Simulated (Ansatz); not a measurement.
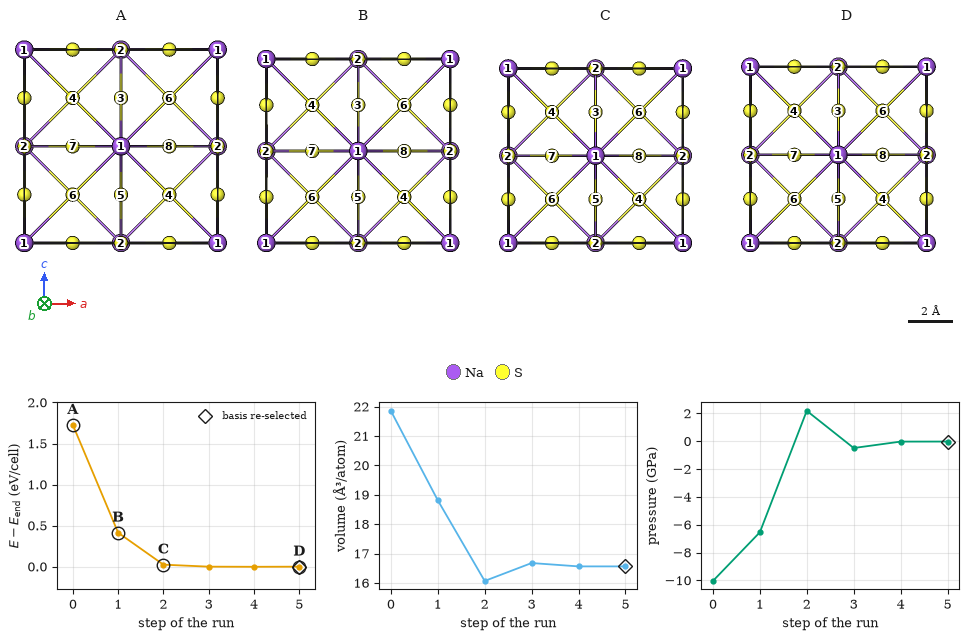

Frames of a relaxation of solid NaS7 (a generated structure, set up in Fm-3m) (coarse preliminary run), marked on the history of the run. Style: ball-and-stick. Shown: the conventional cell (4 times the calculation's cell), along the b axis. Lengths and directions refer to the drawn axes.

Level of theory: DFT PBE, scalar-relativistic, plane waves, PAW (Ansatz 0.2.0). Set-up: plane-wave cutoff 420 eV; k-point mesh 4 × 4 × 4; occupations gaussian; smearing width 0.1 eV; no spin polarisation; cell and atoms relaxed; force threshold 0.04 eV/Å; at most 70 steps.

Q: Describe the path.

A: The energy falls by 1.726 eV per cell of the calculation in 4 accepted moves (5 points after the start). All forces vanish by symmetry, so only the cell relaxes. Pressure: −10.04 GPa at the start and −0.02 GPa at the end. The SCF was repeated once at an unchanged geometry on a basis and grid sized afresh for the cell, which shifted the energy by 1.4 meV per cell of the calculation at most. The atoms keep their places relative to the cell (all moves are under 0.005 Å). Cell: a = b = c 8.877 → 8.093 Å (−8.8 %). Volume −24.2 %. Some distances before and after: Na1–S3 3.138 → 2.861 Å. The space group stays Fm-3m (No. 225). From step 0 to 1: volume −13.9 %, energy −1.312 eV per cell of the calculation. From step 1 to 2: volume −14.6 %, energy −0.389 eV per cell of the calculation. From step 2 to 5: volume +3.1 %, energy −24.6 meV per cell of the calculation.
